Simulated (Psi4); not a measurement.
Geometry relaxation of ZrCl$_{4}$ (part 3 of 4)

Continued. System: ZrCl$_{4}$. Method: PBE/def2-SVP, RKS, dispersion D4, core potentials def2 (Psi4 1.11). The geometry comes from this level: GFN2-xTB, rattled.

Geometry of the input (Å):
```
Cl -0.1376  -0.2259  2.2017
Zr -0.0537  0.0049  -0.0242
Cl 1.4633  -1.4554  -0.8472
Cl -1.9836  -0.3952  -0.9219
Cl 0.6549  2.1305  -0.5123
```

The program's output, continued
```
	----------------------------------------------------------------------------------------------
	   Step    Total Energy     Delta E     Max Force     RMS Force      Max Disp      RMS Disp
	----------------------------------------------------------------------------------------------
	  Convergence Criteria              o    5.00e-04 *             o             o             o
	----------------------------------------------------------------------------------------------
	     2   -1886.87192396   -1.65e-02 o    3.35e-03      1.07e-03 o    2.15e-02 o    6.93e-03 o  ~
	----------------------------------------------------------------------------------------------

Next Geometry in Ang
	Fragment 1 (Ang)

	   Cl  -0.1140457928  -0.2438272206   2.3170590904
	   Zr  -0.0094919254   0.0026595340  -0.0009992945
	   Cl   1.5489171365  -1.5117847235  -0.8499025701
	   Cl  -2.0944190450  -0.4200856378  -0.9606354606
	   Cl   0.6930587416   2.1701583772  -0.5040647750

    Structure for next step:
    Molecular point group: c1
    Full point group: C1

    Geometry (in Angstrom), charge = 0, multiplicity = 1:

    CL          -0.115431787228    -0.244024822389     2.317076271216
    ZR          -0.010877919838     0.002461932163    -0.000982113676
    CL           1.547531142120    -1.511982325332    -0.849885389237
    CL          -2.095805039405    -0.420283239582    -0.960618279777
    CL           0.691672747189     2.169960775380    -0.504047594191

gradient() will perform analytic gradient computation.

  ==> Geometry <==

    Molecular point group: c1
    Full point group: C1

    Geometry (in Angstrom), charge = 0, multiplicity = 1:

       Center              X                  Y                   Z               Mass
    ------------   -----------------  -----------------  -----------------  -----------------
         CL          -0.115431787228    -0.244024822389     2.317076271216    34.968852682000
         ZR          -0.010877919838     0.002461932163    -0.000982113676    89.904697700000
         CL           1.547531142120    -1.511982325332    -0.849885389237    34.968852682000
         CL          -2.095805039405    -0.420283239582    -0.960618279777    34.968852682000
         CL           0.691672747189     2.169960775380    -0.504047594191    34.968852682000

  Running in c1 symmetry.

  Rotational constants: A =      0.03350  B =      0.03311  C =      0.03300 [cm^-1]
  Rotational constants: A =   1004.35969  B =    992.63789  C =    989.36240 [MHz]
  Nuclear repulsion =  425.879758146399979

  Charge       = 0
  Multiplicity = 1
  Electrons    = 80
  Nalpha       = 40
  Nbeta        = 40

   => Molecular Quadrature <=

    Radial Scheme          =       TREUTLER
    Pruning Scheme         =           NONE
    Nuclear Scheme         =       TREUTLER

    Blocking Scheme        =         OCTREE
    BS radius alpha        =              1
    Pruning alpha          =              1
    Radial Points          =             75
    Spherical Points       =            302
    Total Points           =         108787
    Total Blocks           =            940
    Max Points             =            256
    Max Functions          =             92
    Weights Tolerance      =       1.00E-15

   => Auxiliary Basis Set <=

  Basis Set: (DEF2-SVP AUX)
    Blend: DEF2-UNIVERSAL-JKFIT
    Number of shells: 201
    Number of basis functions: 767
    Number of Cartesian functions: 1004
    Spherical Harmonics?: true
    Max angular momentum: 6

  Cached 100.0% of DFT collocation blocks in 0.205 [GiB].

  Minimum eigenvalue in the overlap matrix is 1.3599999813E-02.
  Reciprocal condition number of the overlap matrix is 3.6179075845E-03.
    Using symmetric orthogonalization.

  ==> Iterations <==

                           Total Energy        Delta E     RMS |[F,P]|

   @DF-RKS iter   0: -1886.87630785195574   -1.88688e+03   2.22980e-04
   @DF-RKS iter   1: -1886.87194490524257    4.36295e-03   7.51986e-05 DIIS
   @DF-RKS iter   2: -1886.87182119155227    1.23714e-04   1.51623e-04 DIIS/ADIIS
   @DF-RKS iter   3: -1886.87198916363263   -1.67972e-04   1.51901e-05 DIIS
   @DF-RKS iter   4: -1886.87198958550130   -4.21869e-07   1.23615e-05 DIIS
   @DF-RKS iter   5: -1886.87199055088172   -9.65380e-07   1.97959e-06 DIIS
   @DF-RKS iter   6: -1886.87199058226338   -3.13817e-08   2.41418e-07 DIIS
   @DF-RKS iter   7: -1886.87199058257511   -3.11729e-10   7.43210e-08 DIIS
   @DF-RKS iter   8: -1886.87199058261035   -3.52429e-11   3.02318e-08 DIIS
   @DF-RKS iter   9: -1886.87199058261490   -4.54747e-12   3.95794e-09 DIIS
  Energy and wave function converged.

  ==> Post-Iterations <==

   Electrons on quadrature grid:
      Ntotal   =   80.0000086749 ; deviation = 8.675e-06

    Orbital Energies [Eh]
    ---------------------

    Doubly Occupied:

       1A   -100.659784     2A   -100.659661     3A   -100.659629
       4A   -100.659576     5A     -9.195811     6A     -9.195681
       7A     -9.195651     8A     -9.195597     9A     -7.020962
      10A     -7.020853    11A     -7.020815    12A     -7.020788
      13A     -7.018497    14A     -7.018492    15A     -7.018358
      16A     -7.018353    17A     -7.018347    18A     -7.018312
      19A     -7.018268    20A     -7.018259    21A     -2.079252
      22A     -1.253988    23A     -1.253944    24A     -1.253862
      25A     -0.757240    26A     -0.748245    27A     -0.748210
      28A     -0.748140    29A     -0.363540    30A     -0.356514
      31A     -0.356492    32A     -0.356231    33A     -0.340208
      34A     -0.339926    35A     -0.321721    36A     -0.321519
      37A     -0.321446    38A     -0.303917    39A     -0.303631
      40A     -0.303383

    Virtual:

      41A     -0.125731    42A     -0.125435    43A     -0.091831
      44A     -0.091116    45A     -0.091046    46A     -0.035606
      47A      0.020677    48A      0.020713    49A      0.021030
      50A      0.104788    51A      0.156422    52A      0.157319
      53A      0.158738    54A      0.201250    55A      0.202023
      56A      0.287446    57A      0.288365    58A      0.290824
      59A      0.522094    60A      0.523147    61A      0.524192
      62A      0.525129    63A      0.569443    64A      0.569539
      65A      0.569857    66A      0.600516    67A      0.601571
      68A      0.602076    69A      0.631112    70A      0.687471
      71A      0.687486    72A      0.687558    73A      0.688205
      74A      0.688243    75A      0.706231    76A      0.706385
      77A      0.716304    78A      0.716505    79A      0.716549
      80A      0.756964    81A      0.757000    82A      0.757602
      83A      0.811749    84A      0.812647    85A      0.813354
      86A      0.915850    87A      0.917347    88A      0.917489
      89A      1.043806    90A      1.045754    91A      1.047975
      92A      1.052926    93A      1.053077    94A      1.054560
      95A      1.058695    96A      1.076361    97A      1.079455
      98A      1.183199    99A      1.194857   100A      1.195628
     101A      1.198423   102A      1.502851   103A     33.087007

    Final Occupation by Irrep:
              A
    DOCC [    40 ]
    NA   [    40 ]
    NB   [    40 ]

  @DF-RKS Final Energy: -1886.87199058261490

   => Energetics <=

    Nuclear Repulsion Energy =            425.8797581463999791
    One-Electron Energy =               -3468.9861845181335411
    Two-Electron Energy =                1274.4390944895285429
    DFT Exchange-Correlation Energy =    -118.1965370824641184
    Empirical Dispersion Energy =          -0.0081216179457527
    VV10 Nonlocal Energy =                  0.0000000000000000
    Total Energy =                      -1886.8719905826148988

Computation Completed

Properties will be evaluated at   0.000000,   0.000000,   0.000000 [a0]

Properties computed using the SCF density matrix

 Multipole Moments:

 ------------------------------------------------------------------------------------
     Multipole            Electronic (a.u.)      Nuclear  (a.u.)        Total (a.u.)
 ------------------------------------------------------------------------------------

 L = 1.  Multiply by 2.5417464519 to convert [e a0] to [Debye]
 Dipole X            :         -0.6782507            0.6517760           -0.0264746
 Dipole Y            :          0.1535328           -0.1475124            0.0060203
 Dipole Z            :         -0.0613313            0.0588456           -0.0024856
 Magnitude           :                                                    0.0272641

 ------------------------------------------------------------------------------------

	total time  =          1 seconds =       0.02 minutes

         ------------------------------------------------------------
                                   SCF GRAD
         ------------------------------------------------------------

  ==> Geometry <==

    Molecular point group: c1
    Full point group: C1

    Geometry (in Angstrom), charge = 0, multiplicity = 1:

       Center              X                  Y                   Z               Mass
    ------------   -----------------  -----------------  -----------------  -----------------
         CL          -0.115431787228    -0.244024822389     2.317076271216    34.968852682000
         ZR          -0.010877919838     0.002461932163    -0.000982113676    89.904697700000
         CL           1.547531142120    -1.511982325332    -0.849885389237    34.968852682000
         CL          -2.095805039405    -0.420283239582    -0.960618279777    34.968852682000
         CL           0.691672747189     2.169960775380    -0.504047594191    34.968852682000

  Nuclear repulsion =  425.879758146399979

   => Molecular Quadrature <=

    Radial Scheme          =       TREUTLER
    Pruning Scheme         =           NONE
    Nuclear Scheme         =       TREUTLER

    Blocking Scheme        =         OCTREE
    BS radius alpha        =              1
    Pruning alpha          =              1
    Radial Points          =             75
    Spherical Points       =            302
    Total Points           =         108787
    Total Blocks           =            940
    Max Points             =            256
    Max Functions          =             92
    Weights Tolerance      =       1.00E-15

  -Total Gradient:
     Atom            X                  Y                   Z
    ------   -----------------  -----------------  -----------------
       1        0.000507714693     0.000077164610    -0.000396116504
       2       -0.001400937421     0.000288826432    -0.000154693015
       3        0.000140433566     0.000096781880     0.000082390131
       4        0.000405575727    -0.000044198185     0.000101070632
       5        0.000094050467    -0.000197604329    -0.000023793433

	total time  =          1 seconds =       0.02 minutes

    			-----------------------------------------

    			 OPTKING 3.0: for geometry optimizations

    			        with contributions from

    			-----------------------------------------

	                            ===> Fragment 1 <==

	 Z (Atomic Numbers)          Masses                          Geom
	      17.000000            34.968853         -0.21813446 -0.46114008  4.37863956
	      40.000000            89.904698         -0.02055629  0.00465238 -0.00185593
	      17.000000            34.968853          2.92441003 -2.85723250 -1.60605062
	      17.000000            34.968853         -3.96049754 -0.79422022 -1.81530546
	      17.000000            34.968853          1.30707206  4.10063157 -0.95251191

	 - Coordinate -           - BOHR/RAD -       - ANG/DEG -
	 R(1,2)           =         4.409619           2.333470
	 R(2,3)           =         4.408702           2.332985
	 R(2,4)           =         4.410208           2.333782
	 R(2,5)           =         4.409466           2.333389
	 B(1,2,3)         =         1.899511         108.833985
	 B(1,2,4)         =         1.927637         110.445441
	 B(1,2,5)         =         1.902635         109.012973
	 B(3,2,4)         =         1.906626         109.241620
	 B(3,2,5)         =         1.900142         108.870101
	 B(4,2,5)         =         1.926866         110.401302
	 O(1,2,3,4)       =        -0.951237         -54.501891
	 O(1,2,3,5)       =         0.979321          56.110959
	 O(1,2,4,5)       =        -0.937713         -53.726980
	 O(3,2,1,4)       =         0.961990          55.117986
	 O(3,2,1,5)       =        -0.980597         -56.184057
	 O(3,2,4,5)       =         0.961743          55.103796
	 O(4,2,1,3)       =        -0.947808         -54.305390
	 O(4,2,1,5)       =         0.926029          53.057544
	 O(4,2,3,5)       =        -0.948267         -54.331672
	 O(5,2,1,3)       =         0.979001          56.092606
	 O(5,2,1,4)       =        -0.938104         -53.749386
	 O(5,2,3,4)       =         0.951398          54.511063

	        --- Internal Coordinate Step in ANG or DEG, aJ/ANG or AJ/DEG ---
	-------------------------------------------------------------------------------
	           Coordinate      Previous         Force          Change          New
	           ----------      --------        ------          ------        ------
	               R(1,2)       2.33347        0.00284        0.00073       2.33420
	               R(2,3)       2.33298       -0.00029       -0.00069       2.33230
	               R(2,4)       2.33378        0.00383        0.00150       2.33529
	               R(2,5)       2.33339        0.00158       -0.00010       2.33329
	             B(1,2,3)     108.83398        0.00002        0.17260     109.00659
	             B(1,2,4)     110.44544       -0.00002       -0.17478     110.27067
	             B(1,2,5)     109.01297        0.00001        0.04946     109.06244
	             B(3,2,4)     109.24162       -0.00000       -0.01743     109.22419
	             B(3,2,5)     108.87010        0.00000        0.10098     108.97108
	             B(4,2,5)     110.40130       -0.00001       -0.12332     110.27798
	           O(1,2,3,4)     -54.50189       -0.00000       -0.01551     -54.51740
	           O(1,2,3,5)      56.11096       -0.00003       -0.26551      55.84545
	           O(1,2,4,5)     -53.72698       -0.00002       -0.19527     -53.92225
	           O(3,2,1,4)      55.11799       -0.00001       -0.06835      55.04963
	           O(3,2,1,5)     -56.18406        0.00003        0.29216     -55.89190
	           O(3,2,4,5)      55.10380        0.00000       -0.02211      55.08168
	           O(4,2,1,3)     -54.30539       -0.00001       -0.10642     -54.41181
	           O(4,2,1,5)      53.05754        0.00002        0.27474      53.33229
	           O(4,2,3,5)     -54.33167       -0.00001       -0.09057     -54.42224
	           O(5,2,1,3)      56.09261       -0.00002       -0.22914      55.86346
	           O(5,2,1,4)     -53.74939       -0.00001       -0.16916     -53.91855
	           O(5,2,3,4)      54.51106        0.00000        0.03397      54.54503
	-------------------------------------------------------------------------------

	                                 ==> Convergence Check <==

	Measures of convergence in internal coordinates in au.

	Criteria marked as inactive (o), active & met (*), and active & unmet ( ).

	----------------------------------------------------------------------------------------------
	   Step    Total Energy     Delta E     Max Force     RMS Force      Max Disp      RMS Disp
	----------------------------------------------------------------------------------------------
	  Convergence Criteria              o    5.00e-04 *             o             o             o
	----------------------------------------------------------------------------------------------
	     3   -1886.87199058   -6.66e-05 o    4.65e-04 *    2.24e-04 o    5.10e-03 o    2.64e-03 o  ~
	----------------------------------------------------------------------------------------------

Next Geometry in Ang
	Fragment 1 (Ang)

	   Cl  -0.1182050627  -0.2437692060   2.3179573591
	   Zr  -0.0078754827   0.0019128250  -0.0006488207
	   Cl   1.5479367418  -1.5128761306  -0.8518070710
	   Cl  -2.0952730436  -0.4195302186  -0.9591450667
	   Cl   0.6905059900   2.1703950504  -0.5048135064

    Final optimized geometry and variables:
    Molecular point group: c1
    Full point group: C1

    Geometry (in Angstrom), charge = 0, multiplicity = 1:

    CL          -0.115431787228    -0.244024822389     2.317076271216
    ZR          -0.010877919838     0.002461932163    -0.000982113676
    CL           1.547531142120    -1.511982325332    -0.849885389237
    CL          -2.095805039405    -0.420283239582    -0.960618279777
    CL           0.691672747189     2.169960775380    -0.504047594191

    Psi4 run time: 0:00:10.49

[set-up sections that repeat, and orbital energies of the middle runs, are left out above]
```

Standard output
```
Optimizer: Optimization complete!
```

Trajectory as extended XYZ (Å, eV, eV/Å), 3 frames, from step=0 to step=2
```
5
Properties=species:S:1:pos:R:3:forces:R:3 step=0 energy=-51343.95081
Cl   -0.1376   -0.2259    2.2017   -0.1573  -0.2334   1.9750
Zr   -0.0537    0.0049   -0.0242    2.4203   1.0573   0.3979
Cl    1.4633   -1.4554   -0.8472    0.9909  -1.0178  -0.5624
Cl   -1.9836   -0.3952   -0.9219   -3.4718  -0.7060  -1.5547
Cl    0.6549    2.1305   -0.5123    0.2128   0.8732  -0.2358
5
Properties=species:S:1:pos:R:3:forces:R:3 step=1 energy=-51344.40072
Cl   -0.1380   -0.2343    2.3002   -0.0142  -0.0068  -0.0912
Zr   -0.0368    0.0120   -0.0225    0.2883   0.0809   0.0367
Cl    1.5289   -1.5034   -0.8756   -0.0885   0.0614   0.0440
Cl   -2.1149   -0.4139   -0.9810   -0.0891   0.0063  -0.0461
Cl    0.6774    2.1875   -0.5276   -0.0757  -0.1505   0.0447
5
Properties=species:S:1:pos:R:3:forces:R:3 step=2 energy=-51344.40253
Cl   -0.1369   -0.2339    2.2955   -0.0261  -0.0040   0.0204
Zr   -0.0324    0.0126   -0.0226    0.0720  -0.0149   0.0080
Cl    1.5261   -1.5018   -0.8715   -0.0072  -0.0050  -0.0042
Cl   -2.1173   -0.4101   -0.9822   -0.0209   0.0023  -0.0052
Cl    0.6702    2.1801   -0.5256   -0.0048   0.0102   0.0012
```

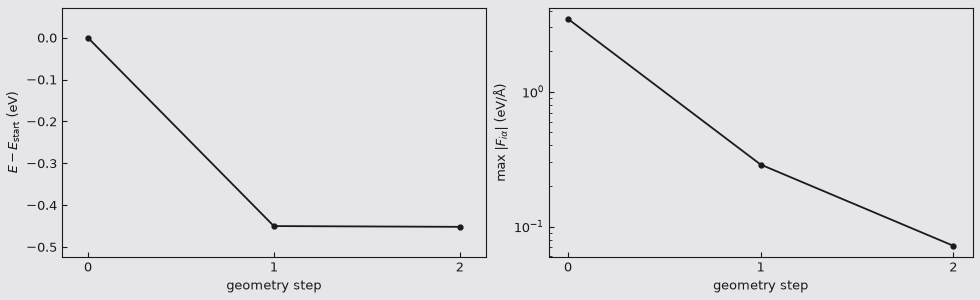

**Figure 1.** Progress of the relaxation, step by step (steps are counted from 0).

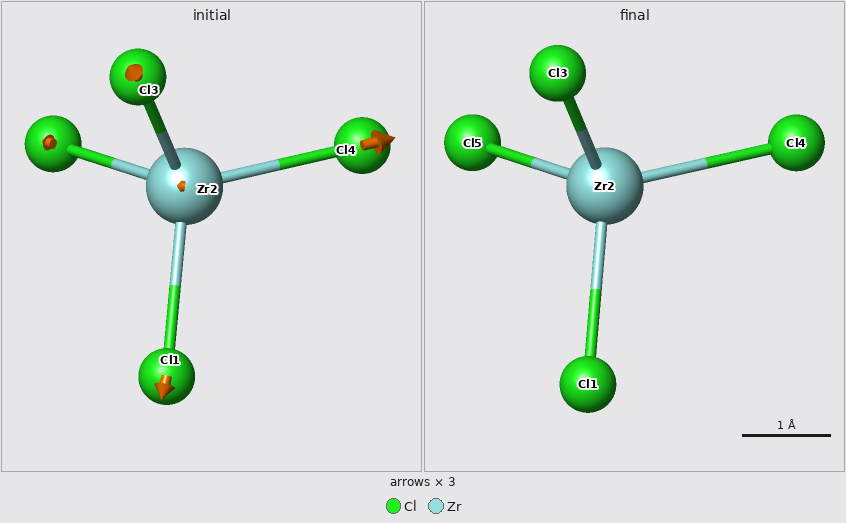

**Figure 2.** Before (left) and after (right) the relaxation, at one scale (ball-and-stick view, seen at a tilt). The orange arrows give the displacements, magnified 3 times. After 2 geometry steps the energy has fallen by 0.452 eV. The largest force component goes from 3.5 to 0.072 eV/Å. The largest move after the best rigid fit is that of Cl4, 0.14 Å. Largest moves by element: Cl 0.14 Å, Zr 0.03 Å. Distances before and after: Zr2–Cl4 2.166 → 2.334 Å, Cl1–Zr2 2.239 → 2.333 Å, Zr2–Cl3 2.261 → 2.333 Å, Zr2–Cl5 2.293 → 2.333 Å. (Atoms are counted from 1 in the order of the input.)
